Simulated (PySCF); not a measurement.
```json
{"atom": "C", "x (Å)": "-2.1423", "y (Å)": "1.1763", "z (Å)": "0.2041"}
{"atom": "C", "x (Å)": "-1.3123", "y (Å)": "0.6922", "z (Å)": "-0.9768"}
{"atom": "C", "x (Å)": "-1.1498", "y (Å)": "-0.8256", "z (Å)": "-1.0016"}
{"atom": "Si", "x (Å)": "-0.3011", "y (Å)": "-1.5755", "z (Å)": "0.5337"}
{"atom": "Si", "x (Å)": "1.6258", "y (Å)": "-0.4142", "z (Å)": "1.1197"}
{"atom": "Si", "x (Å)": "2.9940", "y (Å)": "0.3932", "z (Å)": "-0.5583"}
{"atom": "F", "x (Å)": "2.1552", "y (Å)": "1.5171", "z (Å)": "-1.3692"}
{"atom": "H", "x (Å)": "-2.3088", "y (Å)": "2.2494", "z (Å)": "0.1366"}
{"atom": "H", "x (Å)": "-1.6360", "y (Å)": "0.9668", "z (Å)": "1.1444"}
{"atom": "H", "x (Å)": "-3.1107", "y (Å)": "0.6798", "z (Å)": "0.2188"}
{"atom": "H", "x (Å)": "-0.3297", "y (Å)": "1.1675", "z (Å)": "-0.9445"}
{"atom": "H", "x (Å)": "-1.7953", "y (Å)": "1.0136", "z (Å)": "-1.9043"}
{"atom": "H", "x (Å)": "-0.5719", "y (Å)": "-1.0950", "z (Å)": "-1.8891"}
{"atom": "H", "x (Å)": "-2.1325", "y (Å)": "-1.2847", "z (Å)": "-1.1291"}
{"atom": "H", "x (Å)": "-0.0068", "y (Å)": "-2.9785", "z (Å)": "0.1926"}
{"atom": "H", "x (Å)": "-1.2774", "y (Å)": "-1.6568", "z (Å)": "1.6326"}
{"atom": "H", "x (Å)": "1.2919", "y (Å)": "0.6969", "z (Å)": "2.0327"}
{"atom": "H", "x (Å)": "2.4698", "y (Å)": "-1.2877", "z (Å)": "1.9558"}
{"atom": "H", "x (Å)": "4.1995", "y (Å)": "1.1334", "z (Å)": "-0.1957"}
{"atom": "H", "x (Å)": "3.3333", "y (Å)": "-0.5575", "z (Å)": "-1.6150"}
```

Geometry: GFN2-xTB.

Method: PBE0/pcSseg-1, SCF density, gas phase, non-relativistic (PySCF 2.14.0).

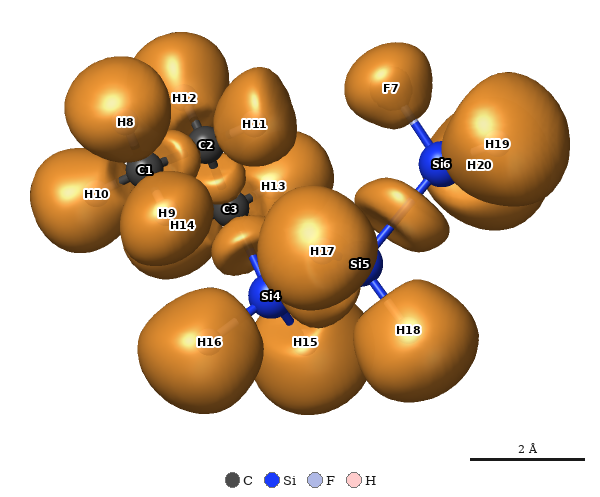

C₃H₁₃FSi₃. Isosurface of the electron localisation function at 0.75 (orange), seen at a tilt. Only the valence region is drawn (cores and ρ < 0.01 e/Å³ removed).

> Where are the electrons localised?

The ELF exceeds this value in two regions between bonded C–C atoms (shared pairs), one region between bonded C–Si atoms (shared pairs), two regions between bonded Si–Si atoms (shared pairs), 13 regions around hydrogen nuclei and one region wrapped around F (its lone pairs, merged into a ring or cap). Along the contacts the grid gives the following. C–C (1.52 Å): the ELF peaks at about 0.95 between the atoms, as expected for localised, covalent bonding. Si–F (1.62 Å): the ELF peaks at about 0.85 in the valence shell of F, 0.6 Å from its nucleus, and is about 0.50 at the midpoint.
